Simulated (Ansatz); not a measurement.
# AlClH2O···HF: what the fields show

The calculation's input:

```
crystal:
  periodic: [false, false, false]
  atoms:
    - { symbol: Al, position_ang: [0.0, 0.0, 0.0] }
    - { symbol: F, position_ang: [0.0, 0.0, 2.04] }
    - { symbol: Cl, position_ang: [1.9312, 0.0, -1.115] }
    - { symbol: H, position_ang: [-1.351, 0.0, -0.78] }
    - { symbol: O, position_ang: [0.4375, -1.9248, 0.6559] }
    - { symbol: H, position_ang: [-0.1954, -2.5811, 0.2213] }
    - { symbol: H, position_ang: [0.2647, -1.1647, 1.752] }
basis:
  gaussian: { orbitals: cc-pVDZ }
hamiltonian:
  xc: pbe
  dispersion: d4
relax:
  f_tol: 0.15
  max_steps: 25
  restrain:
    - { distance: [0, 4], at: 1.78, k: 30.0 }
    - { distance: [6, 1], at: 0.92, k: 30.0 }
    - { distance: [0, 1], at: 2.89, k: 30.0 }
    - { distance: [6, 4], at: 2.21, k: 30.0 }
output:
  orbitals: {}
```

Run with:

```sh
ansatz run input.yaml --threads 1 --pin off --max-ram 2048MiB --backend cpu --events-out ev --progress --plain --runs-dir out
```

The fields are those of the run's last geometry, not of the input's.

Not at a stationary point (largest force 0.6 eV/Å).

Theory: Ansatz 0.2.0, RKS PBE-D4/cc-pVDZ.

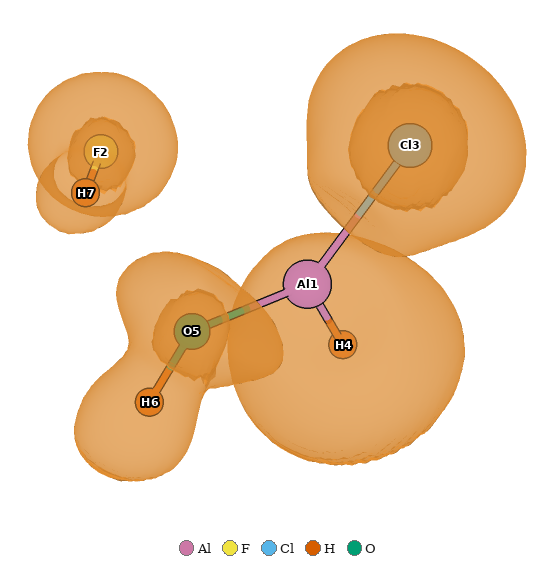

Figure 1. Isosurface of the ELF at 0.75 (orange), seen across its widest extent. Only the valence region is drawn (cores and ρ < 0.01 e/Å³ removed).

Describe the localisation domains.

Answer. The surface consists of one region around a hydrogen nucleus, one region on Cl in which the atom's valence shell and bonds are merged, one joined region spread over several atoms (F, H), in which their bonds and any lone pairs are merged and one joined region spread over several atoms (H, O), in which their bonds and any lone pairs are merged. Profiles from the grid: Al1···F2 (2.88 Å): the ELF is about 0.05 at the midpoint. Al–O (1.77 Å): the ELF peaks at about 0.85 in the valence shell of O, 0.6 Å from its nucleus, and is about 0.40 at the midpoint.

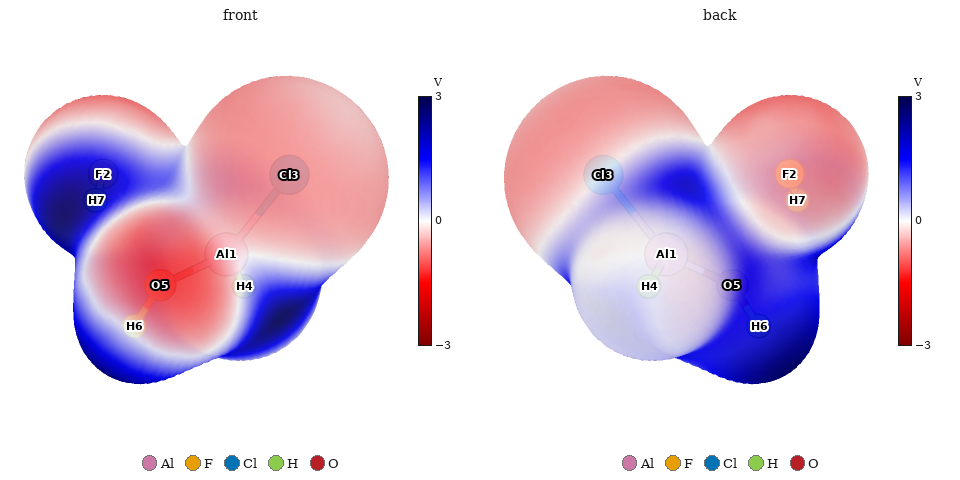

Figure 2. The molecular electrostatic potential painted on the density surface at 0.002 e/bohr³, seen from the front and from behind; the colour scale runs from red (negative) to blue (positive).

Which sites attract a positive test charge, and which a negative one?

Answer. A positive charge is drawn to the negative regions and a negative charge to the positive ones. The most negative region (about −1.1 V, or −25 kcal/mol for a unit charge) lies over O5, the most positive (about +2.8 V, or +65 kcal/mol for a unit charge) over Al1, H6 and H7. O5 is the likeliest acceptor of a hydrogen bond.

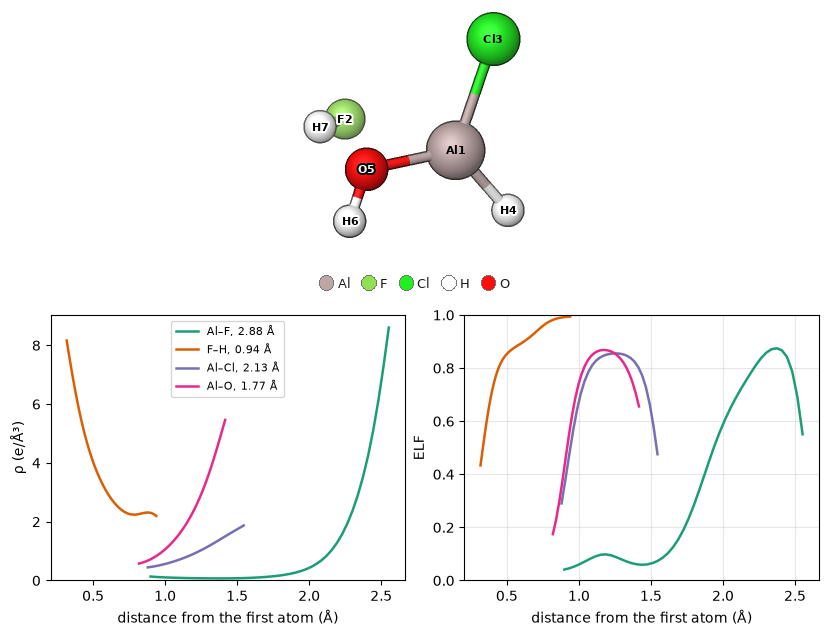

Figure 3. Total electron density and ELF along straight lines between neighbouring atoms. The curves leave out the atomic cores. The structure is drawn too.

Compare the contacts.

Answer. Al1···F2 (2.88 Å): the density falls to about 0.07 e/Å³ on the way; the ELF is about 0.05 at the midpoint.
F–H (0.94 Å): the density is about 4.5 e/Å³ at the midpoint; the ELF climbs to about 1 towards the hydrogen, as it does in any bond to H; an ordinary covalent bond to hydrogen.
Al–Cl (2.13 Å): ρ is about 0.66 e/Å³ halfway; the ELF peaks at about 0.85 in the valence shell of Cl, 0.9 Å from its nucleus, and is about 0.80 at the midpoint.
Al–O (1.77 Å): ρ at the midpoint is about 0.69 e/Å³; the ELF peaks at about 0.85 in the valence shell of O, 0.6 Å from its nucleus, and is about 0.40 at the midpoint.
